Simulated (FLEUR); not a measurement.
# Fe3Ge: parallel and opposed starts, part 2 of 3

Wanted: the moments of Fe3Ge and the energy of each order that was tried.

FLEUR MaX-R8.1; PBEsol; all-electron FLAPW, Dirac cores, scalar-relativistic bands.

So far, largest spin moment in the muffin-tin sphere (μB): step 2 (start 1: ferro +++) 2.25.

## 3. Order 2, typed as antiferro q=(0,1/2,1/2) +-+-+-

An opposed order shows whether neighbours prefer unlike signs.

The cell is doubled to 8 atoms to hold this order. The mesh is halved along the doubled vector, so that both cells sample the same points. The k list default-1 (kpts.xml, not shown) is a Γ-centred 8×4×8 mesh.

Input file inp.xml:

```
<?xml version="1.0" encoding="UTF-8" standalone="no"?>
<fleurInput fleurInputVersion="0.39">
   <comment>
      Fe3Ge
   </comment>
   <calculationSetup>
      <cutoffs Kmax="3.6" Gmax="10.8" GmaxXC="10.8" numbands="0"/>
      <scfLoop itmax="90" minDistance="0.00002" maxIterBroyd="15" imix="Anderson" alpha="0.05" precondParam="0.0" spinf="2.0" sdNocoIR="T"/>
      <coreElectrons ctail="T" frcor="F" kcrel="0" coretail_lmax="0"/>
      <xcFunctional name="PBEs" relativisticCorrections="F"/>
      <magnetism jspins="2"/>
      <soc l_soc="F" theta="0.0" phi="0.0" spav="F"/>
      <expertModes spex="0" secvar="F"/>
      <geometryOptimization l_f="F" forcealpha="1.0" forcemix="BFGS" epsdisp="0.00001" epsforce="0.00001"/>
      <ldaU l_linMix="F" mixParam="0.05" spinf="1.0"/>
   </calculationSetup>
   <cell>
      <bzIntegration valenceElectrons="124.0" mode="hist" fermiSmearingEnergy="0.00183747">
         <kPointListSelection listName="default-1"/>
         <xi:include xmlns:xi="http://www.w3.org/2001/XInclude" href="kpts.xml"> </xi:include>
      </bzIntegration>
      <xi:include xmlns:xi="http://www.w3.org/2001/XInclude" href="sym.xml"> </xi:include>
      <bulkLattice scale="1.0">
         <bravaisMatrix>
            <row-1>    6.9173434617558840     0.0000000000000000     0.0000000000000000</row-1>
            <row-2>    0.0000000000000000    13.8346869235117680     0.0000000000000000</row-2>
            <row-3>    0.0000000000000000     6.9173434617558840     6.9173434617558840</row-3>
         </bravaisMatrix>
      </bulkLattice>
   </cell>
   <atomSpecies>
      <species name="Iron (Fe) 2.800" element="Fe" atomicNumber="26">
         <mtSphere radius="2.38" gridPoints="787" logIncrement="0.016"/>
         <atomicCutoffs lmax="8" lnonsphr="6"/>
         <electronConfig flipSpins="F">
            <coreConfig>(1s1/2) (2s1/2) (2p1/2) (2p3/2)</coreConfig>
            <valenceConfig>(3s1/2) (3p1/2) (3p3/2) (4s1/2) (3d3/2) (3d5/2)</valenceConfig>
            <stateOccupation state="(3d3/2)" spinUp="1.4" spinDown="1.0"/>
            <stateOccupation state="(3d5/2)" spinUp="3.0" spinDown="0.6"/>
         </electronConfig>
         <energyParameters s="4" p="4" d="3" f="4"/>
         <lo type="SCLO" l="0" n="3" eDeriv="0"/>
         <lo type="SCLO" l="1" n="3" eDeriv="0"/>
      </species>
      <species name="Iron (Fe) -2.800" element="Fe" atomicNumber="26">
         <mtSphere radius="2.38" gridPoints="787" logIncrement="0.016"/>
         <atomicCutoffs lmax="8" lnonsphr="6"/>
         <electronConfig flipSpins="F">
            <coreConfig>(1s1/2) (2s1/2) (2p1/2) (2p3/2)</coreConfig>
            <valenceConfig>(3s1/2) (3p1/2) (3p3/2) (4s1/2) (3d3/2) (3d5/2)</valenceConfig>
            <stateOccupation state="(3d3/2)" spinUp="1.0" spinDown="1.4"/>
            <stateOccupation state="(3d5/2)" spinUp="0.6" spinDown="3.0"/>
         </electronConfig>
         <energyParameters s="4" p="4" d="3" f="4"/>
         <lo type="SCLO" l="0" n="3" eDeriv="0"/>
         <lo type="SCLO" l="1" n="3" eDeriv="0"/>
      </species>
      <species name="Germanium (Ge)" element="Ge" atomicNumber="32">
         <mtSphere radius="2.38" gridPoints="787" logIncrement="0.016"/>
         <atomicCutoffs lmax="8" lnonsphr="6"/>
         <electronConfig flipSpins="F">
            <coreConfig>(1s1/2) (2s1/2) (2p1/2) (2p3/2) (3s1/2) (3p1/2) (3p3/2)</coreConfig>
            <valenceConfig>(4s1/2) (3d3/2) (3d5/2) (4p1/2) (4p3/2)</valenceConfig>
            <stateOccupation state="(4p1/2)" spinUp="0.333333" spinDown="0.333333"/>
            <stateOccupation state="(4p3/2)" spinUp="0.666667" spinDown="0.666667"/>
         </electronConfig>
         <energyParameters s="4" p="4" d="3" f="4"/>
      </species>
   </atomSpecies>
   <atomGroups>
      <atomGroup species="Iron (Fe) 2.800">
         <relPos label="                   1">.0000000000 .0000000000 1.000/2.000</relPos>
         <force calculate="T" relaxXYZ="TTT"/>
      </atomGroup>
      <atomGroup species="Iron (Fe) -2.800">
         <relPos label="                   2">.0000000000 1.000/2.000 1.000/2.000</relPos>
         <force calculate="T" relaxXYZ="TTT"/>
      </atomGroup>
      <atomGroup species="Iron (Fe) 2.800">
         <relPos label="                   3">1.000/2.000 1.000/4.000 .0000000000</relPos>
         <force calculate="T" relaxXYZ="TTT"/>
      </atomGroup>
      <atomGroup species="Iron (Fe) -2.800">
         <relPos label="                   4">1.000/2.000 -1.000/4.000 .0000000000</relPos>
         <force calculate="T" relaxXYZ="TTT"/>
      </atomGroup>
      <atomGroup species="Iron (Fe) 2.800">
         <relPos label="                   5">1.000/2.000 -1.000/4.000 1.000/2.000</relPos>
         <force calculate="T" relaxXYZ="TTT"/>
      </atomGroup>
      <atomGroup species="Iron (Fe) -2.800">
         <relPos label="                   6">1.000/2.000 1.000/4.000 1.000/2.000</relPos>
         <force calculate="T" relaxXYZ="TTT"/>
      </atomGroup>
      <atomGroup species="Germanium (Ge)">
         <relPos label="                   7">.0000000000 .0000000000 .0000000000</relPos>
         <force calculate="T" relaxXYZ="TTT"/>
      </atomGroup>
      <atomGroup species="Germanium (Ge)">
         <relPos label="                   8">.0000000000 1.000/2.000 .0000000000</relPos>
         <force calculate="T" relaxXYZ="TTT"/>
      </atomGroup>
   </atomGroups>
   <output dos="F" band="F" slice="F">
      <bandDOS minEnergy="-.5*Htr" maxEnergy="0.5*Htr" sigma="0.015" storeEVData="T"/>
      <plotting iplot="0" polar="F">
         <plot TwoD="T" vec1="  1.0  0.0  0.0" vec2="  0.0  1.0  0.0" vec3="  0.0  0.0  1.0" zero="  0.0  0.0  0.0" file="plot"/>
      </plotting>
      <moessbauerParams electricFieldGradient="F" isomerShift="F" coreHyperfine="F" valenceHyperfine="F"/>
   </output>
</fleurInput>
```

Input file crystal.txt:

```
Fe3Ge
&input film=F cartesian=F /
3.66050052000  0.00000000000  0.00000000000
0.00000000000  7.32100104000  0.00000000000
0.00000000000  3.66050052000  3.66050052000
1.8897261246
1.0 1.0 1.0

8
26 0.00000000000  0.00000000000  0.50000000000 : 2.800
26 0.00000000000  0.50000000000  0.50000000000 : -2.800
26 0.50000000000  0.25000000000  0.00000000000 : 2.800
26 0.50000000000  0.75000000000  0.00000000000 : -2.800
26 0.50000000000  0.75000000000  0.50000000000 : 2.800
26 0.50000000000  0.25000000000  0.50000000000 : -2.800
32 0.00000000000  0.00000000000  0.00000000000
32 0.00000000000  0.50000000000  0.00000000000

&kpt div1=8 div2=4 div3=8 gamma=T /
```

Command:

```sh
$ OMP_NUM_THREADS=1 inpgen -f crystal.txt > inpgen.log  # inp.xml is then edited as shown
$ OMP_NUM_THREADS=1 mpirun -n 4 fleur_MPI > fleur.log
```

What it wrote:

```text
[banner, memory and clock lines left out]
Welcome to FLEUR        (www.flapw.de)
      MaX-Release 8.1          (www.max-centre.eu)

 ========== k-point set info ==========
 Selected k-point list: default-1
 k-point list type: mesh
 0 x 0 x 0
 Number of k points: 92

 ------------Calculation Setup---------------------------
 Number of PE/node        :            4
 Number of OMP-threads    :            1
 k-points in parallel     :            4
 pe's per k-point         :            1
 No of k-point loops      :           23
 Eigenvalue solver        :       lapack
 Number of basis functions:          592
 Approximate size of matrices (H+S) per k-point:         0.010 GB
 Iteration:     1   Distance:      12.90766172 me/bohr^3
 Iteration:     2   Distance:      12.34029432 me/bohr^3
 Iteration:     3   Distance:       8.67275052 me/bohr^3
 Iteration:     4   Distance:       6.01255964 me/bohr^3
 Iteration:     5   Distance:       3.25458588 me/bohr^3
 Iteration:     6   Distance:       2.39535721 me/bohr^3
 Iteration:     7   Distance:       1.58986428 me/bohr^3
 Iteration:     8   Distance:       1.32879749 me/bohr^3
 Iteration:     9   Distance:       1.23463636 me/bohr^3
 Iteration:    10   Distance:       0.69934595 me/bohr^3
[... 20 iterations left out ...]
 Iteration:    31   Distance:       0.00049521 me/bohr^3
 Iteration:    32   Distance:       0.00040082 me/bohr^3
 Iteration:    33   Distance:       0.00033237 me/bohr^3
 Iteration:    34   Distance:       0.00018950 me/bohr^3
 Iteration:    35   Distance:       0.00015529 me/bohr^3
 Iteration:    36   Distance:       0.00011309 me/bohr^3
 Iteration:    37   Distance:       0.00006669 me/bohr^3
 Iteration:    38   Distance:       0.00006088 me/bohr^3
 Iteration:    39   Distance:       0.00002964 me/bohr^3
 Iteration:    40   Distance:       0.00001924 me/bohr^3

 ********************************************************************
 Run finished successfully
 Stop message:
   all done
 ********************************************************************

--- out.xml (last complete iteration) ---
<iteration numberForCurrentRun="   40" overallNumber="   40">
         [... left out ...]
         <bandgap value="0.0000000039" units="eV"/>
         <sumValenceSingleParticleEnergies value="-86.8711566736" units="Htr"/>
         <FermiEnergy value="0.3715144974" units="Htr"/>
         <valenceDensity>
            <mtCharges spin="1">
               <mtCharge atomType="1" total="8.6523843" s="1.2128973" p="3.2279983" d="4.1928453" f="0.0149168"/>
               <mtCharge atomType="2" total="6.4829583" s="1.1933673" p="3.2185579" d="2.0522256" f="0.0150585"/>
               <mtCharge atomType="3" total="8.6100065" s="1.2067323" p="3.2284428" d="4.1560900" f="0.0150401"/>
               <mtCharge atomType="4" total="6.5302586" s="1.1949023" p="3.2174224" d="2.0993598" f="0.0147884"/>
               <mtCharge atomType="5" total="8.6100089" s="1.2067325" p="3.2284430" d="4.1560921" f="0.0150401"/>
               <mtCharge atomType="6" total="6.5302556" s="1.1949022" p="3.2174223" d="2.0993569" f="0.0147884"/>
               <mtCharge atomType="7" total="6.3306256" s="0.5700305" p="0.7133437" d="5.0238582" f="0.0183478"/>
               <mtCharge atomType="8" total="6.3343687" s="0.5716029" p="0.7166851" d="5.0229629" f="0.0180929"/>
            </mtCharges>
            <mtCharges spin="2">
               <mtCharge atomType="1" total="6.4829583" s="1.1933673" p="3.2185579" d="2.0522256" f="0.0150585"/>
               <mtCharge atomType="2" total="8.6523843" s="1.2128973" p="3.2279983" d="4.1928453" f="0.0149168"/>
               <mtCharge atomType="3" total="6.5302585" s="1.1949023" p="3.2174224" d="2.0993598" f="0.0147884"/>
               <mtCharge atomType="4" total="8.6100065" s="1.2067323" p="3.2284428" d="4.1560900" f="0.0150401"/>
               <mtCharge atomType="5" total="6.5302556" s="1.1949022" p="3.2174223" d="2.0993569" f="0.0147884"/>
               <mtCharge atomType="6" total="8.6100089" s="1.2067325" p="3.2284430" d="4.1560921" f="0.0150401"/>
               <mtCharge atomType="7" total="6.3343687" s="0.5716029" p="0.7166851" d="5.0229629" f="0.0180929"/>
               <mtCharge atomType="8" total="6.3306256" s="0.5700305" p="0.7133437" d="5.0238582" f="0.0183478"/>
            </mtCharges>
            <spinDependentCharge spin="1" total="62.0000000" interstitial="3.9191335" mtSpheres="58.0808665"/>
            <spinDependentCharge spin="2" total="62.0000000" interstitial="3.9191335" mtSpheres="58.0808665"/>
            <totalCharge value="124.0000000000"/>
         </valenceDensity>
         [... left out ...]
         <magneticMomentsInMTSpheres units="muBohr">
            <globalMagMoment atomType="1" vec="0.00000   0.00000   2.16943"/>
            <localMagMoment atomType="1" vec="0.00000   0.00000   2.16943"/>
            <globalMagMoment atomType="2" vec="0.00000   0.00000  -2.16943"/>
            <localMagMoment atomType="2" vec="0.00000   0.00000  -2.16943"/>
            <globalMagMoment atomType="3" vec="0.00000   0.00000   2.07975"/>
            <localMagMoment atomType="3" vec="0.00000   0.00000   2.07975"/>
            <globalMagMoment atomType="4" vec="0.00000   0.00000  -2.07975"/>
            <localMagMoment atomType="4" vec="0.00000   0.00000  -2.07975"/>
            <globalMagMoment atomType="5" vec="0.00000   0.00000   2.07975"/>
            <localMagMoment atomType="5" vec="0.00000   0.00000   2.07975"/>
            <globalMagMoment atomType="6" vec="0.00000   0.00000  -2.07975"/>
            <localMagMoment atomType="6" vec="0.00000   0.00000  -2.07975"/>
            <globalMagMoment atomType="7" vec="0.00000   0.00000  -0.00374"/>
            <localMagMoment atomType="7" vec="0.00000   0.00000  -0.00374"/>
            <globalMagMoment atomType="8" vec="0.00000   0.00000   0.00374"/>
            <localMagMoment atomType="8" vec="0.00000   0.00000   0.00374"/>
         </magneticMomentsInMTSpheres>
         [... left out ...]
         <totalEnergy value="   -11824.9510783960" units="Htr">
            <sumOfEigenvalues value="    -6811.6242293619">
               <coreElectrons value="-6724.7530726883"/>
               <valenceElectrons value="-86.8711566736"/>
            </sumOfEigenvalues>
            <densityCoulombPotentialIntegral value="-18192.2092095817"/>
            <densityEffectivePotentialIntegral value="-18827.8003436519"/>
            <chargeDenXCDenIntegral value="-485.0424205661"/>
            <FockExchangeEnergyValence value="0.0000000000"/>
            <FockExchangeEnergyCore value="0.0000000000"/>
         [... left out ...]
            <tkbTimesEntropy value="0.0027468043"/>
            <freeEnergy value="-11824.9538252003"/>
            <extrapolationTo0K value="-11824.9524517981"/>
         </totalEnergy>
         <densityConvergence units="me/bohr^3">
            <chargeDensity spin="1" distance="0.0000108235"/>
            <chargeDensity spin="2" distance="0.0000108801"/>
            <overallChargeDensity distance="0.0000100381"/>
            <spinDensity distance="0.0000192428"/>
         </densityConvergence>
      </iteration>
```

It took 7.5 min on 4 MPI ranks of AMD EPYC 9R14 (Zen 4), shared host; peak memory 0.86 GiB.

Spin moment in the muffin-tin sphere by atom:

| atom | spin moment in the muffin-tin sphere (μB) |
| --- | --- |
| Fe1 | 2.17 |
| Fe2 | -2.17 |
| Fe3 | 2.08 |
| Fe4 | -2.08 |
| Fe5 | 2.08 |
| Fe6 | -2.08 |
| Ge7 | 0.00 |
| Ge8 | 0.00 |

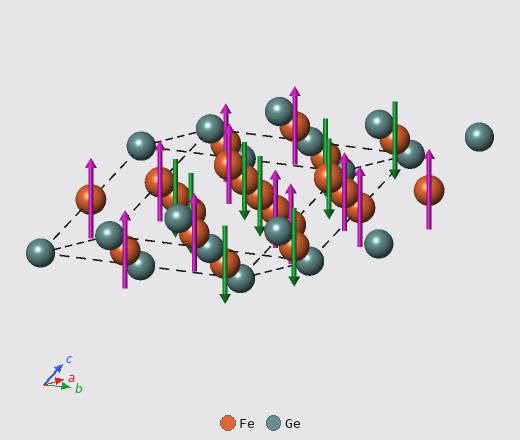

Spin moment in the muffin-tin sphere as arrows, the longest 2.17 μB. Up and down stand for the sign. Arrows give size and sign along the axis of quantisation, drawn up and down the page. The two directions have two colours. 2×1×1 cells are drawn. Some periodic images of atoms are drawn too.

Read from the output:

```
free energy                                                       : -321773.3859 eV
program's band gap on this mesh (in a metal only a level spacing) : 3.90e-9 eV
magnetization                                                     : 0 μB
final state                                                       : antiferromagnetic
```

It lies 138 meV a seeded atom over the first start, and its largest moment is 2.17 μB against 2.25 μB.

## 4. Start 3: antiferro q=(0,0,1/2) +-+--+

Reversing part of the moments tests the sign of the couplings between them.

This order needs a doubled cell of 8 atoms. The mesh is halved along the doubled vector, so that both cells sample the same points. The k list default-1 (kpts.xml, not shown) is a Γ-centred 8×8×4 mesh.

inp.xml: that of step 3 with these lines changed.

```diff
@@ -25,4 +25,4 @@
             <row-1>    6.9173434617558840     0.0000000000000000     0.0000000000000000</row-1>
-            <row-2>    0.0000000000000000    13.8346869235117680     0.0000000000000000</row-2>
-            <row-3>    0.0000000000000000     6.9173434617558840     6.9173434617558840</row-3>
+            <row-2>    0.0000000000000000     6.9173434617558840     0.0000000000000000</row-2>
+            <row-3>    0.0000000000000000     0.0000000000000000    13.8346869235117680</row-3>
          </bravaisMatrix>
@@ -71,3 +71,4 @@
       <atomGroup species="Iron (Fe) 2.800">
-         <relPos label="                   1">.0000000000 .0000000000 1.000/2.000</relPos>
+         <relPos label="                   1">.0000000000 1.000/2.000 1.000/4.000</relPos>
+         <relPos label="                   6">1.000/2.000 .0000000000 -1.000/4.000</relPos>
          <force calculate="T" relaxXYZ="TTT"/>
@@ -75,3 +76,4 @@
       <atomGroup species="Iron (Fe) -2.800">
-         <relPos label="                   2">.0000000000 1.000/2.000 1.000/2.000</relPos>
+         <relPos label="                   2">.0000000000 1.000/2.000 -1.000/4.000</relPos>
+         <relPos label="                   5">1.000/2.000 .0000000000 1.000/4.000</relPos>
          <force calculate="T" relaxXYZ="TTT"/>
@@ -79,3 +81,3 @@
       <atomGroup species="Iron (Fe) 2.800">
-         <relPos label="                   3">1.000/2.000 1.000/4.000 .0000000000</relPos>
+         <relPos label="                   3">1.000/2.000 1.000/2.000 .0000000000</relPos>
          <force calculate="T" relaxXYZ="TTT"/>
@@ -83,11 +85,3 @@
       <atomGroup species="Iron (Fe) -2.800">
-         <relPos label="                   4">1.000/2.000 -1.000/4.000 .0000000000</relPos>
-         <force calculate="T" relaxXYZ="TTT"/>
-      </atomGroup>
-      <atomGroup species="Iron (Fe) 2.800">
-         <relPos label="                   5">1.000/2.000 -1.000/4.000 1.000/2.000</relPos>
-         <force calculate="T" relaxXYZ="TTT"/>
-      </atomGroup>
-      <atomGroup species="Iron (Fe) -2.800">
-         <relPos label="                   6">1.000/2.000 1.000/4.000 1.000/2.000</relPos>
+         <relPos label="                   4">1.000/2.000 1.000/2.000 1.000/2.000</relPos>
          <force calculate="T" relaxXYZ="TTT"/>
@@ -99,3 +93,3 @@
       <atomGroup species="Germanium (Ge)">
-         <relPos label="                   8">.0000000000 1.000/2.000 .0000000000</relPos>
+         <relPos label="                   8">.0000000000 .0000000000 1.000/2.000</relPos>
          <force calculate="T" relaxXYZ="TTT"/>
```

Input file crystal.txt:

```
Fe3Ge
&input film=F cartesian=F /
3.66050052000  0.00000000000  0.00000000000
0.00000000000  3.66050052000  0.00000000000
0.00000000000  0.00000000000  7.32100104000
1.8897261246
1.0 1.0 1.0

8
26 0.00000000000  0.50000000000  0.25000000000 : 2.800
26 0.00000000000  0.50000000000  0.75000000000 : -2.800
26 0.50000000000  0.50000000000  0.00000000000 : 2.800
26 0.50000000000  0.50000000000  0.50000000000 : -2.800
26 0.50000000000  0.00000000000  0.25000000000 : -2.800
26 0.50000000000  0.00000000000  0.75000000000 : 2.800
32 0.00000000000  0.00000000000  0.00000000000
32 0.00000000000  0.00000000000  0.50000000000

&kpt div1=8 div2=8 div3=4 gamma=T /
```

What it wrote:

```text
[banner, memory and clock lines left out]
Welcome to FLEUR        (www.flapw.de)
      MaX-Release 8.1          (www.max-centre.eu)

 ========== k-point set info ==========
 Selected k-point list: default-1
 k-point list type: mesh
 0 x 0 x 0
 Number of k points: 48

 [... set-up left out ...]
 Iteration:     1   Distance:      14.12358515 me/bohr^3
 Iteration:     2   Distance:      13.48859589 me/bohr^3
 Iteration:     3   Distance:      10.32888315 me/bohr^3
 Iteration:     4   Distance:       6.55206571 me/bohr^3
 Iteration:     5   Distance:       3.59798060 me/bohr^3
[...]
<sumOfEigenvalues value="    -6811.6346913043">
               <coreElectrons value="-6724.7758743091"/>
               <valenceElectrons value="-86.8588169952"/>
            </sumOfEigenvalues>
         [... left out ...]
            <freeEnergy value="-11824.9422661082"/>
            <extrapolationTo0K value="-11824.9406267563"/>
         </totalEnergy>
         <densityConvergence units="me/bohr^3">
            <chargeDensity spin="1" distance="0.0000103191"/>
            <chargeDensity spin="2" distance="0.0000090056"/>
            <overallChargeDensity distance="0.0000141322"/>
            <spinDensity distance="0.0000132458"/>
         </densityConvergence>
      </iteration>
```

Wall time 3 min (4 MPI ranks); peak memory 0.51 GiB; 12 min of CPU time.

Spin moment in the muffin-tin sphere by atom:

| atom | spin moment in the muffin-tin sphere (μB) |
| --- | --- |
| Fe1 | 2.00 |
| Fe2 | -2.00 |
| Fe3 | 2.11 |
| Fe4 | -2.11 |
| Fe5 | -2.00 |
| Fe6 | 2.00 |
| Ge7 | -0.02 |
| Ge8 | 0.02 |

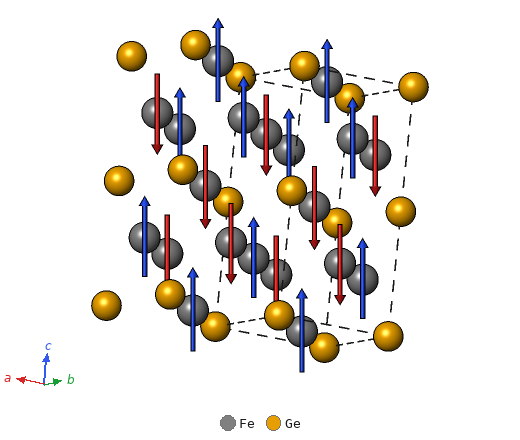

Spin moment in the muffin-tin sphere as arrows, the longest 2.11 μB. Up and down stand for the sign. Arrows give size and sign along the axis of quantisation, drawn up and down the page. The two directions have two colours. 2×1×1 cells are drawn. Some periodic images of atoms are drawn too.

This step gave:

```
free energy                                                       : -321773.0713 eV
program's band gap on this mesh (in a metal only a level spacing) : 2.24e-8 eV
magnetization                                                     : 0 μB
final state                                                       : antiferromagnetic
```

It lies 190 meV a seeded atom over the first start, and its largest moment is 2.11 μB against 2.25 μB.

[end of part 2 of 3]

[Logs and program files are shortened in this print: banners, set-up blocks, solver, clock and traceback lines can be left out without a mark of their own.]

[Logs are printed without paths, hosts, clocks, repeated set-up lines and the standing remarks that a program may print on its own settings, such as how far it seeks lower states.]

[Hosts, paths, dates, database ids (printed as entryN), source tags and the programs' standing remarks are cut or masked in the printed files.]

[Where a cell is said to come from a database of computed structures, the database is the Materials Project.]
